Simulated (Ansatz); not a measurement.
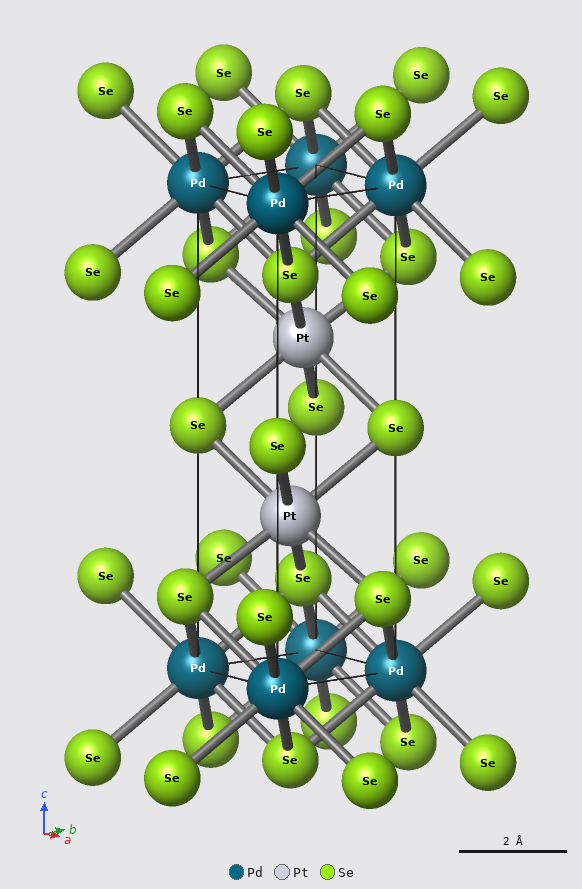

Ball-and-stick representation of a periodic structure, projected slightly off an axis. Thin lines show the simulation cell, with boundary atoms drawn in all their periodic places. A few atoms beyond the faces are included.

```yaml
crystal:
  lattice:
    - [3.74294, 0.00000, 0.00000]
    - [-1.87147, 3.24148, 0.00000]
    - [0.00000, 0.00000, 9.19053]
  atoms:
    - { symbol: Pd, position: [0.00000, 0.00000, 0.00000] }
    - { symbol: Pt, position: [0.33333, 0.66667, 0.67027] }
    - { symbol: Pt, position: [0.66667, 0.33333, 0.32973] }
    - { symbol: Se, position: [0.33333, 0.66667, 0.17392] }
    - { symbol: Se, position: [0.66667, 0.33333, 0.82608] }
    - { symbol: Se, position: [0.00000, 0.00000, 0.50000] }
```

The calculation used Ansatz 0.2.0, DFT PBE, scalar-relativistic, plane waves, PAW, with E_cut = 420 eV, Brillouin-zone sampling on a 12×12×4 mesh, Gaussian smearing of 0.1 eV, no spin polarisation.

Question: Give the Bader charge of each element.

Answer: Pd +0.14 e; Pt +0.03 e; Se -0.07 e. Little charge moves, as in a metallic or covalent solid.

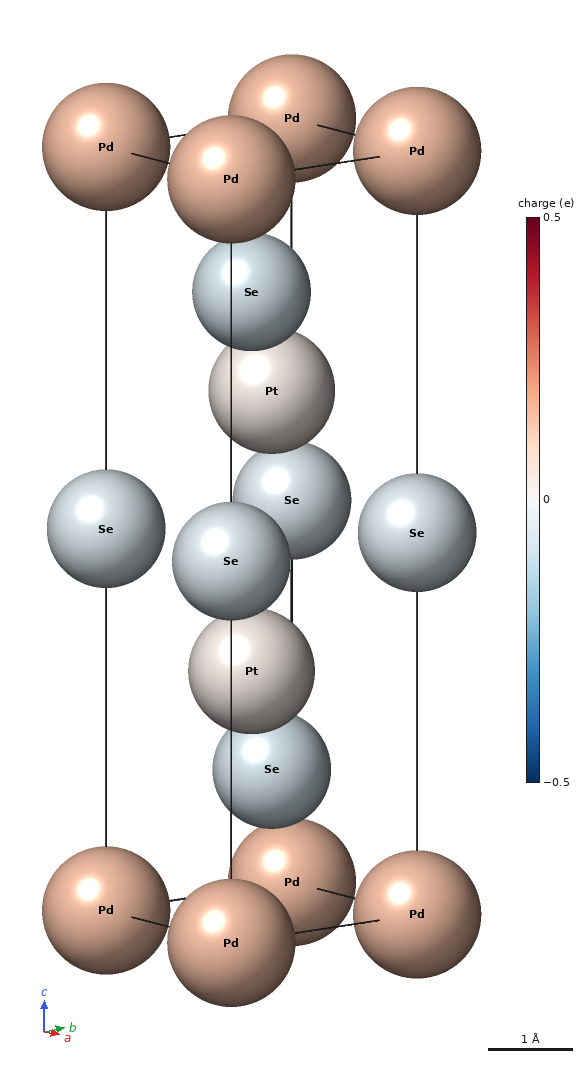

The atoms coloured by those charges.

The model was built from a structure type filled with these elements by a generator (whether the compound takes this form wasn't checked). Earlier steps of the study may have refined or changed the cell and positions. A calculation with Ansatz used it as input.
